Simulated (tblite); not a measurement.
C₆H₂₀F₂O₂Si₄: geometry relaxation (part 1 of 2)

System: C₆H₂₀F₂O₂Si₄.
Method: GFN2-xTB geometry optimisation, gas phase (tblite 0.8.0).

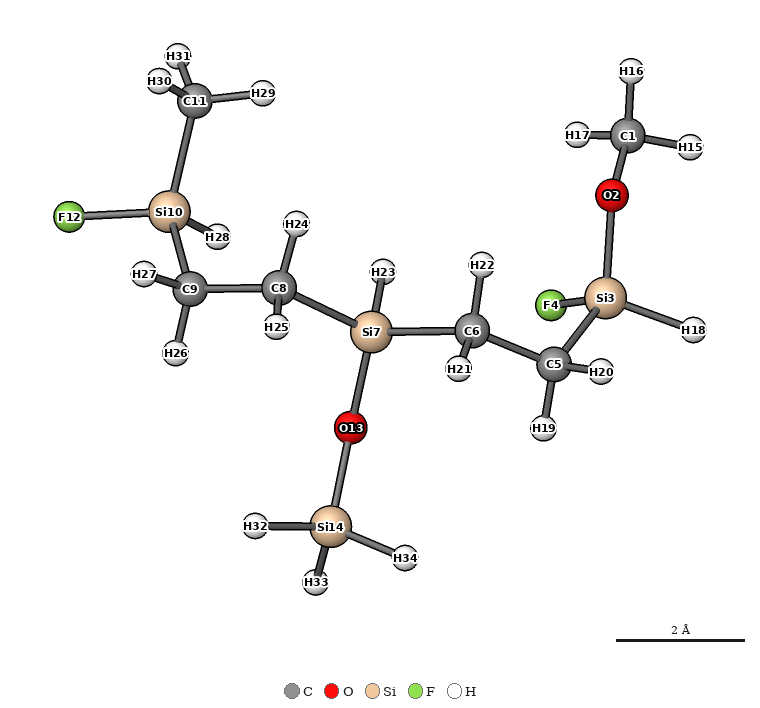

*The structure as given in the input (ball-and-stick view, seen at a tilt; atoms are numbered from 1 in the order of the input).*

**Input file**
```
{"job": {"xc": "GFN2-xTB", "basis": "xTB", "kind": "relax"}, "charge": 0, "multiplicity": 1}
C     -3.829600     1.964400     1.759100
O     -3.362800     1.777300     0.429500
Si    -3.499900     0.251300    -0.225500
F     -3.067300    -0.806700     0.871300
C     -2.424300     0.017600    -1.733500
C     -0.974200     0.512600    -1.664700
Si     0.236400    -0.474900    -0.592900
C      1.960500     0.325800    -0.677300
C      3.107400    -0.385200     0.061000
Si     3.104200    -0.328700     1.945700
C      2.977400     1.398700     2.584100
F      4.505900    -0.943000     2.432500
O      0.265100    -2.083600    -0.985200
Si     0.605300    -3.067600    -2.288000
H     -4.915300     1.767300     1.831800
H     -3.685100     3.018600     2.038700
H     -3.283100     1.356300     2.482300
H     -4.932600     0.009300    -0.570900
H     -2.448400    -1.036000    -2.020000
H     -2.905200     0.567900    -2.551900
H     -0.559700     0.513200    -2.674400
H     -0.945400     1.559700    -1.324400
H     -0.196100    -0.359300     0.832500
H      1.858100     1.352900    -0.342600
H      2.219200     0.369400    -1.742400
H      3.153400    -1.433000    -0.245600
H      4.041800     0.090600    -0.264000
H      2.011200    -1.164200     2.487700
H      2.030000     1.860700     2.300900
H      3.787700     2.029900     2.200400
H      3.052500     1.419100     3.677800
H      1.989500    -2.821200    -2.735800
H      0.436900    -4.485900    -1.893600
H     -0.327100    -2.743900    -3.384700
```

The first line tells a small driver script what to run in tblite; the rest is the geometry in Å.

Command:
```bash
OMP_NUM_THREADS=1 python <driver script> task.json out
```

**Log**
```
step      E/eV     max force
  0   -1301.17379    1.653
  1   -1301.31846    0.708
  2   -1301.36932    0.399
  3   -1301.40114    0.471
  4   -1301.43084    0.435
  5   -1301.45400    0.335
  6   -1301.47647    0.286
  7   -1301.49768    0.322
  8   -1301.51483    0.342
  9   -1301.52722    0.262
 10   -1301.53629    0.155
 11   -1301.54403    0.209
 12   -1301.55205    0.206
 13   -1301.55876    0.167
 14   -1301.56330    0.144
 15   -1301.56698    0.141
 16   -1301.57096    0.144
 17   -1301.57528    0.168
 18   -1301.57929    0.142
 19   -1301.58244    0.100
 20   -1301.58508    0.129
 21   -1301.58794    0.122
 22   -1301.59119    0.112
 23   -1301.59430    0.099
 24   -1301.59708    0.107
 25   -1301.59996    0.123
 26   -1301.60327    0.116
 27   -1301.60694    0.109
 28   -1301.61057    0.109
 29   -1301.61388    0.098
 30   -1301.61703    0.127
 31   -1301.62009    0.109
 32   -1301.62280    0.098
 33   -1301.62516    0.089
 34   -1301.62733    0.079
 35   -1301.62944    0.100
 36   -1301.63146    0.092
 37   -1301.63322    0.073
 38   -1301.63462    0.085
 39   -1301.63573    0.065
 40   -1301.63659    0.062
 41   -1301.63725    0.046
 42   -1301.63784    0.057
 43   -1301.63844    0.057
 44   -1301.63901    0.040
 45   -1301.63943    0.031
 46   -1301.63943    0.031
 47   -1301.63956    0.023
 48   -1301.63983    0.020
 49   -1301.63991    0.027
 50   -1301.64012    0.031
 51   -1301.64024    0.025
 52   -1301.64040    0.024
 53   -1301.64057    0.029
 54   -1301.64080    0.029
 55   -1301.64104    0.037
 56   -1301.64129    0.035
 57   -1301.64156    0.032
 58   -1301.64187    0.036
 59   -1301.64217    0.034
 60   -1301.64245    0.030
 61   -1301.64272    0.037
 62   -1301.64301    0.042
 63   -1301.64334    0.045
 64   -1301.64368    0.032
 65   -1301.64400    0.035
 66   -1301.64429    0.042
 67   -1301.64460    0.037
 68   -1301.64495    0.037
 69   -1301.64535    0.041
 70   -1301.64580    0.038
 71   -1301.64628    0.047
 72   -1301.64681    0.050
 73   -1301.64736    0.046
 74   -1301.64793    0.048
 75   -1301.64847    0.048
 76   -1301.64895    0.034
 77   -1301.64934    0.037
 78   -1301.64965    0.033
 79   -1301.64994    0.038
 80   -1301.65026    0.037
 81   -1301.65060    0.035
 82   -1301.65088    0.031
 83   -1301.65109    0.027
 84   -1301.65130    0.029
 85   -1301.65156    0.030
 86   -1301.65185    0.038
 87   -1301.65210    0.049
 88   -1301.65234    0.035
 89   -1301.65265    0.039
 90   -1301.65303    0.046
 91   -1301.65355    0.053
 92   -1301.65406    0.054
 93   -1301.65449    0.041
 94   -1301.65485    0.046
 95   -1301.65524    0.052
 96   -1301.65561    0.049
 97   -1301.65593    0.040
 98   -1301.65623    0.034
 99   -1301.65660    0.053
100   -1301.65710    0.062
101   -1301.65768    0.049
102   -1301.65820    0.047
103   -1301.65865    0.046
104   -1301.65917    0.062
105   -1301.65989    0.084
106   -1301.66047    0.098
107   -1301.66163    0.090
108   -1301.66270    0.051
109   -1301.66418    0.058
110   -1301.66494    0.064
111   -1301.66617    0.052
112   -1301.66693    0.052
113   -1301.66754    0.047
114   -1301.66823    0.043
115   -1301.66888    0.043
116   -1301.66938    0.045
117   -1301.66988    0.039
118   -1301.67027    0.040
119   -1301.67059    0.036
120   -1301.67088    0.031
121   -1301.67117    0.030
122   -1301.67145    0.027
123   -1301.67172    0.028
124   -1301.67198    0.028
125   -1301.67227    0.039
126   -1301.67264    0.046
127   -1301.67308    0.045
128   -1301.67355    0.043
129   -1301.67398    0.037
130   -1301.67438    0.034
131   -1301.67481    0.045
132   -1301.67528    0.048
133   -1301.67579    0.043
134   -1301.67633    0.040
135   -1301.67691    0.046
136   -1301.67750    0.049
137   -1301.67813    0.049
138   -1301.67875    0.051
139   -1301.67951    0.059
140   -1301.68026    0.058
141   -1301.68098    0.047
142   -1301.68158    0.046
143   -1301.68237    0.056
144   -1301.68326    0.090
145   -1301.68421    0.065
146   -1301.68494    0.077
147   -1301.68563    0.049
148   -1301.68629    0.060
149   -1301.68720    0.054
150   -1301.68787    0.054
151   -1301.68844    0.056
152   -1301.68899    0.078
153   -1301.68971    0.073
154   -1301.69039    0.115
155   -1301.69094    0.051
156   -1301.69130    0.034
157   -1301.69168    0.040
158   -1301.69193    0.038
159   -1301.69231    0.041
160   -1301.69256    0.033
161   -1301.69279    0.026
162   -1301.69302    0.027
163   -1301.69326    0.031
164   -1301.69351    0.031
165   -1301.69379    0.031
166   -1301.69412    0.032
167   -1301.69449    0.036
168   -1301.69495    0.039
169   -1301.69551    0.059
170   -1301.69620    0.065
171   -1301.69679    0.058
172   -1301.69738    0.042
173   -1301.69780    0.031
174   -1301.69822    0.039
175   -1301.69856    0.043
176   -1301.69915    0.047
177   -1301.69963    0.038
178   -1301.70005    0.032
179   -1301.70038    0.029
180   -1301.70073    0.036
181   -1301.70113    0.062
182   -1301.70149    0.051
183   -1301.70191    0.047
184   -1301.70237    0.029
185   -1301.70275    0.035
186   -1301.70310    0.039
187   -1301.70333    0.036
188   -1301.70349    0.024
189   -1301.70363    0.022
190   -1301.70377    0.023
191   -1301.70389    0.027
192   -1301.70401    0.027
193   -1301.70413    0.019
194   -1301.70426    0.020
195   -1301.70438    0.018
196   -1301.70449    0.021
197   -1301.70459    0.022
198   -1301.70471    0.028
199   -1301.70482    0.025
200   -1301.70492    0.021
201   -1301.70503    0.020
202   -1301.70516    0.021
203   -1301.70530    0.034
204   -1301.70544    0.031
205   -1301.70558    0.027
206   -1301.70575    0.031
207   -1301.70596    0.027
208   -1301.70622    0.035
209   -1301.70646    0.031
210   -1301.70668    0.038
211   -1301.70686    0.026
212   -1301.70700    0.019
213   -1301.70711    0.020
214   -1301.70721    0.021
215   -1301.70732    0.019
216   -1301.70745    0.023
217   -1301.70757    0.019
218   -1301.70769    0.026
219   -1301.70780    0.029
220   -1301.70793    0.024
221   -1301.70808    0.025
222   -1301.70822    0.025
223   -1301.70837    0.025
224   -1301.70853    0.028
225   -1301.70870    0.031
226   -1301.70884    0.033
227   -1301.70897    0.028
228   -1301.70912    0.024
229   -1301.70932    0.026
230   -1301.70953    0.026
231   -1301.70971    0.020
232   -1301.70983    0.021
233   -1301.70992    0.018
234   -1301.71002    0.035
235   -1301.71013    0.030
236   -1301.71025    0.018
237   -1301.71036    0.018
238   -1301.71044    0.020
239   -1301.71060    0.030
240   -1301.71076    0.033
241   -1301.71090    0.023
242   -1301.71103    0.023
243   -1301.71117    0.022
244   -1301.71131    0.022
245   -1301.71144    0.024
246   -1301.71154    0.021
247   -1301.71161    0.023
248   -1301.71169    0.025
249   -1301.71179    0.027
250   -1301.71193    0.020
251   -1301.71200    0.023
252   -1301.71211    0.022
253   -1301.71222    0.020
254   -1301.71235    0.023
255   -1301.71245    0.018
256   -1301.71253    0.015
257   -1301.71259    0.014
258   -1301.71265    0.014
259   -1301.71270    0.014
260   -1301.71274    0.014
261   -1301.71278    0.013
262   -1301.71281    0.013
263   -1301.71284    0.009
264   -1301.71287    0.012
265   -1301.71290    0.016
266   -1301.71294    0.015
267   -1301.71298    0.014
268   -1301.71301    0.010
269   -1301.71304    0.008
270   -1301.71305    0.008
271   -1301.71307    0.009
272   -1301.71310    0.011
273   -1301.71313    0.012
274   -1301.71317    0.012
275   -1301.71320    0.013
276   -1301.71323    0.011
277   -1301.71326    0.010
278   -1301.71328    0.009
279   -1301.71330    0.013
280   -1301.71332    0.011
281   -1301.71335    0.010
282   -1301.71338    0.010
283   -1301.71341    0.011
284   -1301.71343    0.011
285   -1301.71345    0.008
286   -1301.71347    0.008
287   -1301.71349    0.009
288   -1301.71350    0.010
289   -1301.71352    0.011
290   -1301.71355    0.011
291   -1301.71359    0.011
292   -1301.71362    0.012
293   -1301.71365    0.014
294   -1301.71370    0.014
295   -1301.71376    0.014
296   -1301.71383    0.015
297   -1301.71388    0.013
298   -1301.71392    0.012
299   -1301.71397    0.014
300   -1301.71401    0.011
301   -1301.71405    0.009
302   -1301.71408    0.011
303   -1301.71411    0.010
304   -1301.71416    0.011
305   -1301.71421    0.010
306   -1301.71425    0.014
307   -1301.71428    0.013
308   -1301.71431    0.011
309   -1301.71435    0.012
310   -1301.71438    0.012
311   -1301.71441    0.012
312   -1301.71445    0.014
313   -1301.71449    0.014
314   -1301.71453    0.011
315   -1301.71456    0.011
316   -1301.71458    0.008
317   -1301.71460    0.010
318   -1301.71463    0.008
319   -1301.71465    0.010
320   -1301.71467    0.012
321   -1301.71471    0.014
322   -1301.71476    0.018
323   -1301.71483    0.016
324   -1301.71489    0.015
325   -1301.71494    0.012
326   -1301.71498    0.015
327   -1301.71502    0.014
328   -1301.71507    0.012
329   -1301.71511    0.013
330   -1301.71516    0.011
331   -1301.71520    0.010
332   -1301.71525    0.011
333   -1301.71528    0.009
334   -1301.71530    0.009
335   -1301.71533    0.009
336   -1301.71535    0.009
337   -1301.71537    0.007
338   -1301.71539    0.007
339   -1301.71540    0.007
340   -1301.71541    0.006
341   -1301.71542    0.006
342   -1301.71543    0.006
343   -1301.71544    0.004
344   -1301.71544    0.005
345   -1301.71545    0.005
346   -1301.71546    0.005
347   -1301.71546    0.005
348   -1301.71547    0.004
349   -1301.71547    0.005
350   -1301.71548    0.005
351   -1301.71549    0.005
352   -1301.71549    0.005
353   -1301.71550    0.004
354   -1301.71550    0.005
355   -1301.71551    0.005
356   -1301.71552    0.005
357   -1301.71552    0.004
358   -1301.71553    0.005
359   -1301.71553    0.005
360   -1301.71554    0.005
361   -1301.71555    0.005
362   -1301.71555    0.005
363   -1301.71556    0.005
364   -1301.71556    0.005
365   -1301.71557    0.007
366   -1301.71558    0.009
367   -1301.71558    0.007
368   -1301.71559    0.005
369   -1301.71559    0.003
```

**Trajectory as extended XYZ (Å, eV, eV/Å), 12 frames, from step=0 to step=369**
```
34
Properties=species:S:1:pos:R:3:forces:R:3 step=0 energy=-1301.17379
C    -3.8296    1.9644    1.7591   -0.2820   0.6930  -0.0380
O    -3.3628    1.7773    0.4295   -0.2240  -1.2900   0.3150
Si   -3.4999    0.2513   -0.2255   -0.6830   1.4490  -0.4070
F    -3.0673   -0.8067    0.8713    0.0770  -0.5650   0.7160
C    -2.4243    0.0176   -1.7335    0.2660   0.3970  -0.5150
C    -0.9742    0.5126   -1.6647    0.2320   0.1820  -0.0200
Si    0.2364   -0.4749   -0.5929   -0.2180  -0.4850   1.0480
C     1.9605    0.3258   -0.6773   -0.0410  -0.4420  -0.3390
C     3.1074   -0.3852    0.0610    0.0290   0.2360  -0.2740
Si    3.1042   -0.3287    1.9457   -1.0790  -0.8850  -0.3380
C     2.9774    1.3987    2.5841    0.1380   1.1490   0.5420
F     4.5059   -0.9430    2.4325    0.3450  -0.2090   0.1500
O     0.2651   -2.0836   -0.9852    0.2520   0.0300  -0.7850
Si    0.6053   -3.0676   -2.2880   -0.1490   0.2220   0.4690
H    -4.9153    1.7673    1.8318    0.4800  -0.1300  -0.0490
H    -3.6851    3.0186    2.0387    0.0950  -0.1930  -0.2560
H    -3.2831    1.3563    2.4823   -0.1000  -0.1410  -0.2060
H    -4.9326    0.0093   -0.5709    0.5020  -0.0400   0.2920
H    -2.4484   -1.0360   -2.0200    0.0680   0.0820   0.0880
H    -2.9052    0.5679   -2.5519    0.0040  -0.1590   0.0140
H    -0.5597    0.5132   -2.6744   -0.0970   0.0900  -0.1950
H    -0.9454    1.5597   -1.3244   -0.1700  -0.3210  -0.1210
H    -0.1961   -0.3593    0.8325    0.0650  -0.3570  -0.3870
H     1.8581    1.3529   -0.3426    0.1760   0.1110   0.0960
H     2.2192    0.3694   -1.7424    0.1440   0.1060   0.0750
H     3.1534   -1.4330   -0.2456   -0.0330   0.1140  -0.1430
H     4.0418    0.0906   -0.2640    0.0110  -0.1690  -0.0810
H     2.0112   -1.1642    2.4877    0.3910   0.0560   0.0030
H     2.0300    1.8607    2.3009    0.2020  -0.0540   0.1020
H     3.7877    2.0299    2.2004   -0.2280  -0.0730   0.0960
H     3.0525    1.4191    3.6778   -0.0750   0.0760  -0.2870
H     1.9895   -2.8212   -2.7358   -0.1880   0.0160   0.1220
H     0.4369   -4.4859   -1.8936   -0.0050   0.4910   0.1370
H    -0.3271   -2.7439   -3.3847    0.0950   0.0140   0.1730
34
Properties=species:S:1:pos:R:3:forces:R:3 step=33 energy=-1301.62516
C    -3.7317    2.0025    1.7060   -0.0060   0.0040   0.0150
O    -3.2184    1.5055    0.4975   -0.0100   0.0250   0.0100
Si   -3.4539    0.0739   -0.2075    0.0000   0.0380   0.0020
F    -3.0545   -1.0784    0.8579   -0.0040  -0.0060  -0.0280
C    -2.3656    0.0370   -1.7469   -0.0050  -0.0170  -0.0320
C    -0.9695    0.6442   -1.6150    0.0270   0.0130   0.0340
Si    0.1976   -0.3851   -0.5295    0.0630   0.0030   0.0320
C     1.9226    0.4007   -0.6767    0.0400  -0.0170   0.0140
C     3.0221   -0.4077    0.0131    0.0090  -0.0020   0.0610
Si    2.9948   -0.3608    1.9115   -0.0310   0.0200   0.0130
C     2.9345    1.4157    2.5853   -0.0140  -0.0380  -0.0330
F     4.4246   -0.9794    2.3884   -0.0610   0.0160  -0.0160
O     0.2884   -1.8856   -1.1629   -0.0180   0.0130   0.0260
Si    0.5907   -3.0141   -2.2861   -0.0140   0.0040   0.0440
H    -4.8189    1.9082    1.7355    0.0120  -0.0060  -0.0150
H    -3.4612    3.0562    1.7818    0.0230  -0.0110  -0.0340
H    -3.3105    1.4596    2.5542    0.0020  -0.0260  -0.0290
H    -4.8592   -0.2232   -0.4739    0.0330  -0.0100   0.0380
H    -2.2647   -1.0056   -2.0459   -0.0020  -0.0530  -0.0290
H    -2.8924    0.5353   -2.5617   -0.0590   0.0200  -0.0210
H    -0.5198    0.7234   -2.6103   -0.0850   0.0230  -0.0160
H    -1.0534    1.6594   -1.2319   -0.0250   0.0340   0.0240
H    -0.2347   -0.5911    0.8524    0.0050  -0.0240  -0.0550
H     1.9294    1.4234   -0.2991   -0.0180  -0.0140  -0.0070
H     2.1572    0.4630   -1.7437    0.0460   0.0470   0.0140
H     2.9424   -1.4433   -0.3252    0.0600   0.0210   0.0180
H     4.0009   -0.0440   -0.3193   -0.0240  -0.0330  -0.0170
H     2.0150   -1.2452    2.5368    0.0570   0.0310  -0.0110
H     1.9958    1.9003    2.3329    0.0130  -0.0110  -0.0050
H     3.7403    2.0175    2.1690   -0.0280  -0.0090   0.0320
H     3.0318    1.4405    3.6682    0.0240  -0.0360  -0.0580
H     1.9775   -2.8761   -2.7363   -0.0080   0.0230  -0.0010
H     0.3613   -4.2750   -1.5928   -0.0080  -0.0430   0.0260
H    -0.3319   -2.8222   -3.4077    0.0060   0.0230   0.0050
34
Properties=species:S:1:pos:R:3:forces:R:3 step=67 energy=-1301.64460
C    -3.6878    1.9821    1.6698    0.0010   0.0160   0.0140
O    -3.2204    1.4866    0.4447   -0.0130  -0.0160   0.0000
Si   -3.4415    0.0316   -0.2148    0.0110  -0.0140  -0.0150
F    -2.9823   -1.0903    0.8586    0.0070   0.0000  -0.0010
C    -2.3735    0.0272   -1.7678    0.0090  -0.0050  -0.0110
C    -1.0015    0.6918   -1.6163   -0.0050   0.0060  -0.0080
Si    0.2071   -0.3193   -0.5496   -0.0090   0.0010  -0.0190
C     1.9496    0.4321   -0.6849    0.0090   0.0020  -0.0060
C     3.0306   -0.3991    0.0081    0.0110  -0.0130   0.0150
Si    2.9718   -0.3869    1.9016   -0.0020   0.0130   0.0330
C     2.9032    1.3840    2.5772    0.0040  -0.0060   0.0030
F     4.3954   -1.0024    2.3966    0.0000   0.0020  -0.0160
O     0.2716   -1.8296   -1.1577   -0.0040  -0.0080   0.0090
Si    0.5612   -3.0111   -2.2254    0.0010  -0.0020   0.0050
H    -4.7785    1.9666    1.7022   -0.0060  -0.0050  -0.0020
H    -3.3388    3.0093    1.7665    0.0160   0.0290   0.0160
H    -3.3019    1.3838    2.4962   -0.0040  -0.0080   0.0120
H    -4.8433   -0.3170   -0.4156    0.0020  -0.0040  -0.0100
H    -2.2369   -1.0067   -2.0845    0.0060  -0.0080  -0.0020
H    -2.9241    0.5218   -2.5711    0.0030  -0.0060   0.0010
H    -0.5709    0.8290   -2.6127   -0.0040   0.0030  -0.0040
H    -1.1410    1.6889   -1.2003    0.0260   0.0020   0.0160
H    -0.2170   -0.5240    0.8347    0.0050   0.0150  -0.0110
H     1.9654    1.4483   -0.2912   -0.0070   0.0050   0.0130
H     2.2081    0.5131   -1.7441   -0.0100   0.0140  -0.0240
H     2.9631   -1.4286   -0.3468   -0.0120  -0.0070  -0.0290
H     4.0156   -0.0345   -0.3012    0.0050  -0.0020  -0.0160
H     2.0070   -1.2883    2.5170   -0.0130   0.0070  -0.0050
H     1.9510    1.8587    2.3603    0.0130  -0.0160   0.0150
H     3.6875    1.9982    2.1401   -0.0160   0.0040   0.0110
H     3.0442    1.3966    3.6544   -0.0130   0.0090  -0.0090
H     1.9441   -2.8904   -2.6931    0.0010  -0.0040   0.0130
H     0.3267   -4.2415   -1.4768    0.0000  -0.0020  -0.0040
H    -0.3571   -2.8503   -3.3560   -0.0110  -0.0020   0.0150
```
